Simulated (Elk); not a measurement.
Band structure of FePt (P4/mmm, 2 atoms in the cell).

```
CELL_PARAMETERS angstrom
      2.68708     0.00000     0.00000
      0.00000     2.68708     0.00000
      0.00000     0.00000     3.68130
ATOMIC_POSITIONS crystal
  Fe 0.00000 0.00000 0.00000
  Pt 0.50000 0.50000 0.50000
```
Moments meant for the start (each program seeds them in its own way; μB, in the order of the atoms Fe Pt): 4.0 1.0.

Method of the run: PBE, all-electron FP-LAPW, Elk's shipped species files, APW+lo basis with extra local orbitals in Elk.

Settings: xctype = 20; spinpol = true; rgkmax = 8; stype = 0; swidth = 0.00367493 Ha; ngridk = 12 12 9; reducebf = 0.5; gmaxvr = 14 1/bohr; nxlo = 2; lorbcnd = true; rmtscf = 0.85; lmaxi = 2; nempty = 12 per atom; maxscl = 100.

The starting cell comes from a database of computed structures (which also holds hypothetical and non-ambient phases and stackings), without a prior relaxation at this level. Its lattice was rescaled by a random factor within 2.5 % of one. Spin-orbit coupling is off. The magnetic order is the one reached from the typed start; others were not searched systematically. Values depend on the basis (sphere radii, cutoffs, local orbitals), which need not be converged.

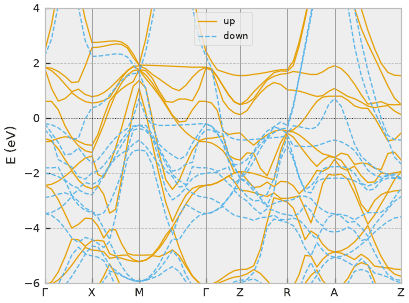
Fig. 1. Bands along the path, energies from the Fermi level.

Levels in eV from the Fermi level, bands 18 to 25 of the first spin channel:
```
point     18     19     20     21     22    23    24    25
-----  -----  -----  -----  -----  -----  ----  ----  ----
Γ      -2.46  -2.46  -0.87  -0.75   0.60  1.80  1.84  1.84
X      -3.67  -2.57  -1.39  -1.26  -1.00  0.54  0.77  2.55
M      -4.99   1.06   1.35   1.75   1.75  1.76  1.89  1.92
Z      -2.63  -1.96  -1.96  -1.54  -0.55  0.12  0.48  0.48
R      -2.93  -2.33  -0.56  -0.50  -0.48  1.02  1.61  1.69
A      -2.08  -1.51  -1.44  -1.44   0.79  1.07  1.89  7.89
```

Bands cross the Fermi level along this path, so the cell is metallic at this level.

The net moment of the cell came out as 3.20 μB.
